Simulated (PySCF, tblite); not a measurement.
# C4H8BF2Si radical: geometry, infrared bands and EPR parameters

Wanted: the infrared bands and EPR parameters of C4H8BF2Si radical (`FB(F)[C@@H]1[CH]CC[SiH2]1`), by calculation.

Computed with tblite 0.8.0 and PySCF 2.14.0, with density-fitted response routines of our own, on a single molecule in the gas phase. Atoms count from 0, in the outputs and in this text.

### Step 1. Starting geometry

16 atoms, charge 0, multiplicity 2; geometry from: force field or distance geometry start.

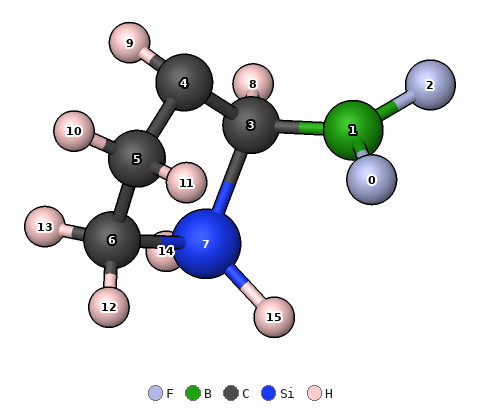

As it starts; fluorine light blue, boron green, carbon dark grey, silicon blue, hydrogen pink, atoms numbered.

### Step 2. Geometry optimisation with GFN2-xTB

Job settings and geometry (Å):

```
{"job": {"kind": "relax", "xc": "GFN2-xTB", "basis": "xTB"}, "charge": 0, "multiplicity": 2}
F      2.099600     1.489600     0.709700
B      2.181300     0.085500     0.402600
F      3.463300    -0.598900     0.564400
C      0.907600    -0.722600    -0.093700
C      0.335200    -0.107500    -1.351700
C     -0.766300     0.906300    -1.003000
C     -1.622000     0.348300     0.123000
Si    -0.451000    -0.639300     1.171500
H      1.197500    -1.791900    -0.263800
H     -0.105600    -0.905100    -1.994100
H     -1.388600     1.130600    -1.892900
H     -0.285000     1.848600    -0.663200
H     -2.101700     1.159200     0.726500
H     -2.396500    -0.331300    -0.290300
H     -1.015200    -1.965300     1.460400
H     -0.060100     0.102900     2.383000
```

On the command line:

```
$ OMP_NUM_THREADS=1 python probes_run.py task.json out
```

The driver reads the jobs from task.json and runs them one after another.

What it wrote:

```text
step      E/eV     max force
  0    -681.72731    3.608
  1    -682.31361    2.445
  2    -682.56386    2.216
  3    -682.63276    0.713
  4    -682.68124    0.603
  5    -682.70798    0.571
  6    -682.73066    0.387
  7    -682.74335    0.262
  8    -682.75474    0.324
  9    -682.76453    0.287
 10    -682.77221    0.233
 11    -682.77749    0.175
 12    -682.78156    0.190
 13    -682.78592    0.231
 14    -682.79044    0.181
 15    -682.79378    0.140
 16    -682.79599    0.114
 17    -682.79827    0.121
 18    -682.80135    0.158
 19    -682.80504    0.149
 20    -682.80834    0.148
 21    -682.81066    0.112
 22    -682.81245    0.091
 23    -682.81461    0.120
 24    -682.81789    0.143
 25    -682.82205    0.145
 26    -682.82570    0.151
 27    -682.82844    0.128
 28    -682.83058    0.106
 29    -682.83197    0.119
 30    -682.83284    0.084
 31    -682.83367    0.069
 32    -682.83455    0.063
 33    -682.83541    0.091
 34    -682.83689    0.114
 35    -682.83844    0.099
 36    -682.83982    0.096
 37    -682.84103    0.096
 38    -682.84250    0.095
 39    -682.84400    0.112
 40    -682.84516    0.094
 41    -682.84587    0.075
 42    -682.84661    0.091
 43    -682.84737    0.100
 44    -682.84821    0.064
 45    -682.84865    0.050
 46    -682.84922    0.053
 47    -682.84982    0.053
 48    -682.85039    0.060
 49    -682.85079    0.057
 50    -682.85114    0.055
 51    -682.85151    0.054
 52    -682.85191    0.058
 53    -682.85231    0.055
 54    -682.85267    0.041
 55    -682.85290    0.031
 56    -682.85304    0.029
 57    -682.85320    0.033
 58    -682.85336    0.046
 59    -682.85356    0.046
 60    -682.85376    0.038
 61    -682.85392    0.031
 62    -682.85405    0.037
 63    -682.85418    0.033
 64    -682.85432    0.028
 65    -682.85446    0.027
 66    -682.85461    0.029
 67    -682.85477    0.036
 68    -682.85496    0.037
 69    -682.85516    0.032
 70    -682.85535    0.032
 71    -682.85553    0.029
 72    -682.85575    0.035
 73    -682.85604    0.040
 74    -682.85636    0.044
 75    -682.85666    0.039
 76    -682.85697    0.038
 77    -682.85729    0.043
 78    -682.85765    0.051
 79    -682.85800    0.046
 80    -682.85830    0.076
 81    -682.85865    0.041
 82    -682.85910    0.048
 83    -682.85956    0.049
 84    -682.85993    0.037
 85    -682.86016    0.042
 86    -682.86026    0.019
 87    -682.86032    0.019
 88    -682.86038    0.016
 89    -682.86044    0.017
 90    -682.86048    0.016
 91    -682.86053    0.015
 92    -682.86058    0.016
 93    -682.86065    0.021
 94    -682.86074    0.026
 95    -682.86086    0.027
 96    -682.86099    0.034
 97    -682.86113    0.039
 98    -682.86132    0.040
 99    -682.86157    0.041
100    -682.86184    0.035
101    -682.86209    0.037
102    -682.86231    0.041
103    -682.86257    0.044
104    -682.86281    0.043
105    -682.86297    0.026
106    -682.86306    0.025
107    -682.86316    0.028
108    -682.86328    0.035
109    -682.86343    0.046
110    -682.86357    0.033
111    -682.86367    0.025
112    -682.86373    0.022
113    -682.86377    0.015
114    -682.86380    0.012
115    -682.86382    0.013
116    -682.86385    0.014
117    -682.86388    0.012
118    -682.86392    0.015
119    -682.86396    0.017
120    -682.86402    0.018
121    -682.86410    0.026
122    -682.86422    0.028
123    -682.86440    0.040
124    -682.86461    0.054
125    -682.86478    0.048
126    -682.86490    0.031
127    -682.86494    0.029
128    -682.86500    0.014
129    -682.86503    0.010
130    -682.86507    0.008
```

It took 0.89 s on 1 thread of Arm Neoverse V1, shared host.

Step by step: (not every step is listed)

| step | energy from step 0 (eV) | largest force (eV/Å) |
| --- | --- | --- |
| 0 | 0.0000 | 3.6081 |
| 1 | -0.5863 | 2.4445 |
| 2 | -0.8365 | 2.2164 |
| 3 | -0.9054 | 0.7128 |
| 4 | -0.9539 | 0.6033 |
| 5 | -0.9807 | 0.5706 |
| 6 | -1.0033 | 0.3869 |
| 7 | -1.0160 | 0.2615 |
| 8 | -1.0274 | 0.3240 |
| 19 | -1.0777 | 0.1486 |
| 30 | -1.1055 | 0.0843 |
| 41 | -1.1186 | 0.0749 |
| 52 | -1.1246 | 0.0580 |
| 63 | -1.1269 | 0.0329 |
| 74 | -1.1291 | 0.0444 |
| 85 | -1.1328 | 0.0418 |
| 96 | -1.1337 | 0.0345 |
| 107 | -1.1359 | 0.0281 |
| 118 | -1.1366 | 0.0154 |
| 125 | -1.1375 | 0.0481 |
| 126 | -1.1376 | 0.0306 |
| 127 | -1.1376 | 0.0292 |
| 128 | -1.1377 | 0.0136 |
| 129 | -1.1377 | 0.0099 |
| 130 | -1.1378 | 0.0079 |

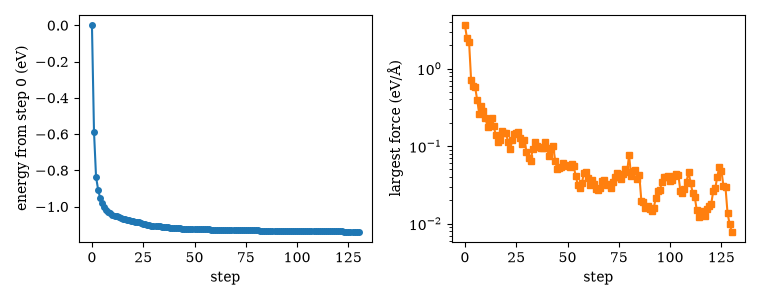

Energy and largest force along the relaxation.

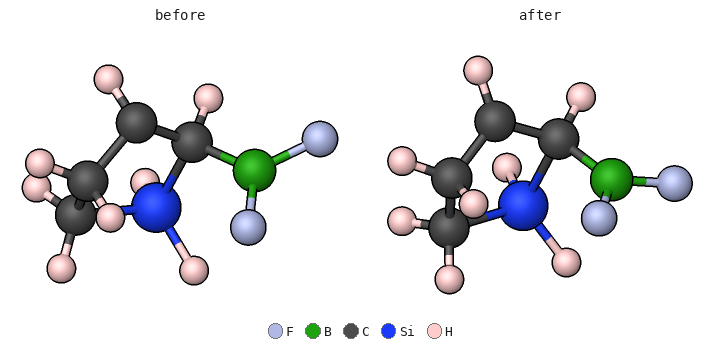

Before and after, at one scale.

Distances of close pairs at the start and the end, largest changes first:

```
  bond  before (Å)  after (Å)  change (Å)
 B1–F2       1.462      1.328      -0.135
C3–Si7       1.858      1.973      +0.115
 F0–B1       1.440      1.325      -0.115
 C4–C5       1.537      1.481      -0.056
 C3–C4       1.513      1.462      -0.050
C6–Si7       1.856      1.906      +0.050
 C4–H9       1.115      1.074      -0.041
 B1–C3       1.588      1.549      -0.039
```

The next job starts from the end point, and lists it.

### Step 3. Harmonic vibrations with GFN2-xTB

Job settings and geometry (Å):

```
{"job": {"kind": "ir", "xc": "GFN2-xTB", "basis": "xTB"}, "charge": 0, "multiplicity": 2}
F      1.966060     1.534386     0.302421
B      2.011614     0.214565     0.410699
F      2.978899    -0.213252     1.213014
C      0.974208    -0.759796    -0.199767
C      0.135565    -0.344674    -1.323669
C     -0.779944     0.791460    -1.067735
C     -1.498422     0.532008     0.284712
Si    -0.440627    -0.780000     1.175441
H      1.397960    -1.753200    -0.339093
H      0.094797    -0.915284    -2.232696
H     -1.493918     0.919999    -1.881741
H     -0.208789     1.722533    -0.977543
H     -1.617339     1.454254     0.852552
H     -2.503360     0.154358     0.095740
H     -0.977083    -2.142437     1.141374
H     -0.047219    -0.405976     2.534881
```

What it wrote:

```text
mode    cm-1     km/mol
  1      37.6      0.86
  2      57.1      0.21
  3      96.9      0.24
  4     144.4      1.23
  5     191.2      7.91
  6     283.1      6.48
  7     324.8     43.83
  8     399.5     19.51
  9     459.8     26.37
 10     485.3      5.11
 11     499.7      6.17
 12     528.0     16.17
 13     554.6     59.36
 14     623.8     43.83
 15     643.8    174.43
 16     722.2     68.38
 17     756.5     65.74
 18     780.6     79.17
 19     787.0    120.11
 20     920.7      7.23
 21     954.3      2.52
 22    1002.9     31.16
 23    1021.4    107.90
 24    1094.0      8.59
 25    1143.6     22.09
 26    1166.6     32.55
 27    1199.1    249.13
 28    1225.8      9.53
 29    1256.0    276.79
 30    1283.5     74.40
 31    1313.4     32.80
 32    1317.6    217.17
 33    1465.2      0.78
 34    1483.4      2.96
 35    2256.0    461.81
 36    2268.5    145.42
 37    2906.0     15.68
 38    2981.5     24.14
 39    2988.8     29.12
 40    2991.5     38.20
 41    2999.8     29.64
 42    3127.2     30.52
```

Run time: 0.56 s. Hardware: 1 thread of Arm Neoverse V1, shared host.

The strongest bands and the atoms that carry them (share of the mass-weighted mode):

```csv
cm⁻¹,km/mol,atoms
644,174.4,"H15 20 %, C3 20 %, H14 14 %"
787,120.1,"H14 35 %, H15 25 %, C3 17 %"
1021,107.9,"H8 63 %, C3 11 %"
1199,249.1,"B1 35 %, H8 17 %, F2 13 %"
1256,276.8,"B1 62 %, H8 17 %, F0 16 %"
1318,217.2,"C3 28 %, B1 20 %, H8 20 %, H10 10 %"
2256,461.8,"H14 55 %, H15 40 %"
2268,145.4,"H15 57 %, H14 41 %"
```

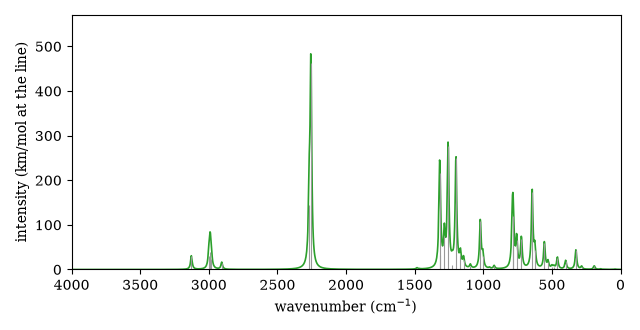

The infrared spectrum from these modes, unscaled. Lines are broadened to a width of 14 cm⁻¹ (Lorentzian).

### Step 4. EPR parameters: B3LYP/pcH-1

Settings changed since step 3:

```diff
@@ -1,2 +1,2 @@
-{"job": {"kind": "ir", "xc": "GFN2-xTB", "basis": "xTB"}, "charge": 0, "multiplicity": 2}
+{"job": {"kind": "epr", "basis": "pcH-1"}, "charge": 0, "multiplicity": 2}
 F      1.966060     1.534386     0.302421
```

Level: UKS B3LYP, pcH-1 on B C F H Si, non-relativistic, mean-field spin-orbit, GIAO.

What it wrote:

```text
UKS, coarse grid
  cycle   1  E = -671.27967774  |g| = 5.54e-01
  cycle   2  E = -671.18032748  |g| = 7.94e-01
  cycle   3  E = -671.39003251  |g| = 4.71e-02
  cycle   4  E = -671.39058081  |g| = 3.11e-02
  cycle   5  E = -671.39099020  |g| = 7.04e-03
  cycle   6  E = -671.39101732  |g| = 2.27e-03
  cycle   7  E = -671.39101939  |g| = 1.29e-03
  cycle   8  E = -671.39102128  |g| = 3.08e-04
UKS, final grid
  cycle   1  E = -671.39103040  |g| = 3.83e-04
  cycle   2  E = -671.39103035  |g| = 5.66e-04
  cycle   3  E = -671.39103046  |g| = 4.67e-05
  cycle   4  E = -671.39103046  |g| = 1.46e-05
E = -671.39103046 Eh   <S^2> = 0.7543 (exact 0.7500)
g shifts (ppm)      1          2          3
  rmc          -149       -149       -149
  gc             12         24         19
  oz_so        -153        633        802
  total        -290        508        672
hyperfine (MHz)  atom isotope    a_iso     a_fc   dipolar eigenvalues
    0   19F       8.06       8.09     -5.76     -2.25      8.01
    1   11B      87.17      87.18     -4.62     -3.96      8.58
    2   19F      22.68      22.70    -13.25     -8.68     21.93
    3   13C     -26.96     -26.97     -3.95     -0.07      4.02
    4   13C      85.24      85.36    -75.79    -75.48    151.27
    5   13C     -29.06     -29.07     -1.56     -0.26      1.82
    6   13C      55.82      55.84     -3.28     -2.90      6.18
    7  29Si     -88.90     -89.02    -16.75      7.66      9.09
    8    1H      10.31      10.31     -4.17     -3.14      7.32
    9    1H     -62.83     -62.85    -36.98      0.89     36.09
   10    1H      10.75      10.75     -4.96     -3.55      8.51
   11    1H     114.26     114.26     -5.13     -3.43      8.56
   12    1H       5.64       5.64     -2.69     -1.46      4.15
   13    1H      -4.50      -4.50     -2.96     -2.52      5.48
   14    1H      -5.71      -5.71     -2.53     -1.49      4.02
   15    1H      17.78      17.78     -2.05     -0.85      2.90
```

Run time: 1.7 min. Hardware: 1 thread of Arm Neoverse V1, shared host; peak memory 0.96 GiB.

Principal g values 2.00203, 2.00283, 2.00299; g(iso) = 2.00262, against 2.00232 for a free electron.

Hyperfine couplings; where a row names several nuclei, a(iso) is their mean (it holds for fast rotation or exchange) and the dipolar term the largest among them:

```
nuclei  isotope  a(iso) (MHz)  a(iso) (G, at g = 2.0023)  largest dipolar term (MHz)
   H11       1H         114.3                       40.8                         8.6
   Si7     29Si         -88.9                      -31.7                       -16.7
    B1      11B          87.2                       31.1                         8.6
    C4      13C          85.2                       30.4                       151.3
    H9       1H         -62.8                      -22.4                       -37.0
    C6      13C          55.8                       19.9                         6.2
    C5      13C         -29.1                      -10.4                         1.8
    C3      13C         -27.0                       -9.6                         4.0
   H15       1H          17.8                        6.3                         2.9
F0, F2      19F          15.4                        5.5                        21.9
   H10       1H          10.8                        3.8                         8.5
    H8       1H          10.3                        3.7                         7.3
   H14       1H          -5.7                       -2.0                         4.0
   H12       1H           5.6                        2.0                         4.2
```

Mulliken spin populations:

F0 0.00; B1 0.05; F2 0.00; C3 -0.07; C4 0.96; C5 -0.08; C6 0.03; Si7 0.08; H8 0.01; H9 -0.04; H10 0.00; H11 0.05; H12 0.01; H13 0.00; H14 0.00; H15 0.01

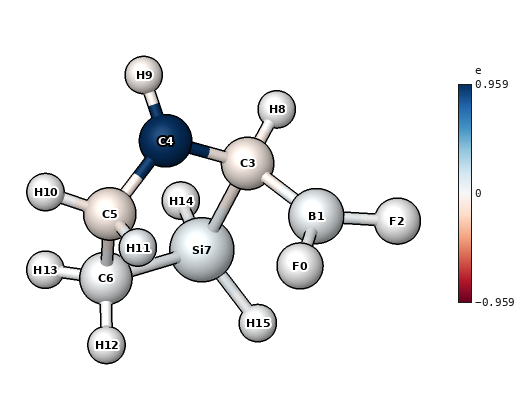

Mulliken spin populations, as colours on the atoms.

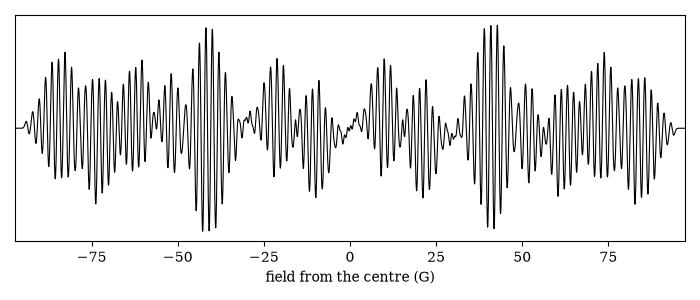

First-order isotropic spectrum (first derivative, main isotopes with spin only, couplings over 0.8 MHz, Gaussian width 0.5 G; couplings of the frozen geometry, rotation of groups not averaged beyond the rows shown).

Orbitals, density, ELF and potential are computed afterwards from the orbital file.

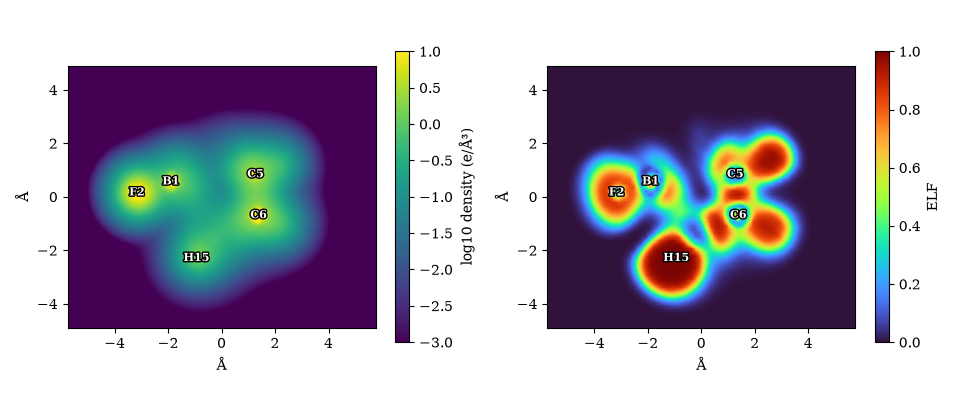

Density (left) and ELF (right) in a plane through or near 5 of the atoms.

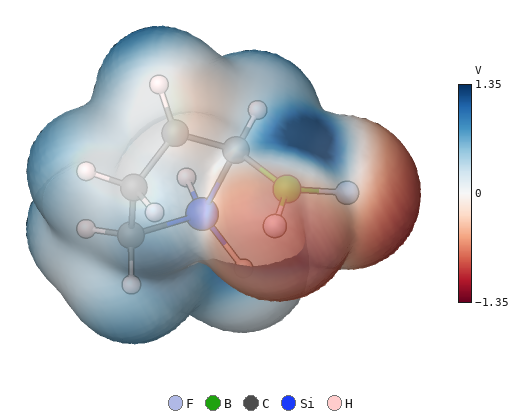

The potential that a unit positive charge feels on the 0.002 e/bohr³ surface, from -0.90 V near F2 to 1.35 V near B1.

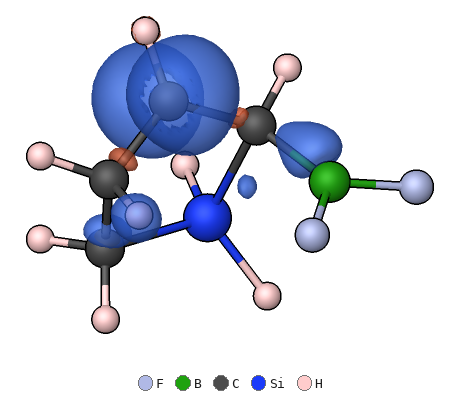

Spin density at ±0.04 e/Å³ (alpha excess blue, beta excess red).

### Step 5. Summary of results

| quantity | value |
| --- | --- |
| strongest single infrared mode (GFN2-xTB) | 2256 cm⁻¹, 462 km/mol |
| zero-point energy (GFN2-xTB) | 69.7 kcal/mol |
| g(iso) (B3LYP) | 2.00262 |
| ⟨S²⟩ | 0.754 (exact 0.75) |
| largest a(iso) (averaged by class) | 1H on H11, 114.3 MHz |
| surface potential, least and greatest | -0.90 V and 1.35 V |

Relaxing lowered the energy by 1.138 eV in 130 steps; the close pair that moved most is B1–F2, from 1.462 to 1.328 Å. No mode is imaginary among the 42: a minimum at this level. The strongest single mode, at 2256 cm⁻¹, moves mainly H14 and H15. GFN2-xTB is a fitted tight-binding method: band positions and strengths are rough. Its intensities can rank the bands wrongly. C4 carries the largest spin population, 0.96 e. The isotropic g lies 0.3 ppt above the free-electron value.
